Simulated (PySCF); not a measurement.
Consider Br3Ga (SMILES [Br][Ga-]([Br])[Br]) (charge −1, doublet).

Input

```
{"job": {"kind": "sp", "xc": "wB97X", "basis": "ma-def2-TZVP", "d3": "d3bj", "grid": 2}, "charge": -1, "multiplicity": 2}
Br     0.021982    -2.265064     0.036029
Ga     0.008706     0.048701    -0.693574
Br    -1.949613     1.120016     0.258148
Br     1.958747     1.115213     0.276720
```

Command:

```sh
OMP_NUM_THREADS=1 python redox_run.py task.json out
```

Geometry: PBE0-D3(BJ)/ma-def2-SVP.

All numbers below come from PySCF 2.14.0, density-fitted response routines, DFT single point, gas phase, functional wB97X.

**Predict the electron density, electron localisation function and spin density between the atoms.**

Ga–Br (2.43 Å): ρ at the midpoint is about 0.52 e/Å³, with its minimum of 0.45 e/Å³ about 1.0 Å from Ga; the ELF peaks at about 0.80 in the valence shell of Br, 1.0 Å from its nucleus, and is about 0.65 at the midpoint.
The unpaired spin (1 electron) lies mostly on Ga2 (about 0.6), Br1 (about 0.1), Br3 (about 0.1) and Br4 (about 0.1), in electrons by Hirshfeld's partition.

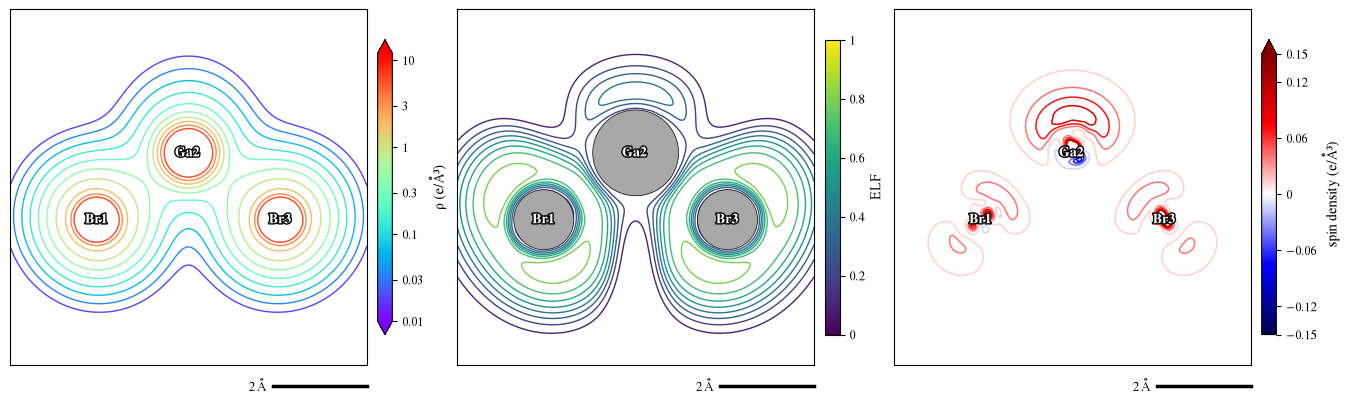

Computed electron density, electron localisation function and spin density on the plane of atoms Br1, Ga2 and Br3, in this order. Grey discs cover the atomic cores in the ELF map. 
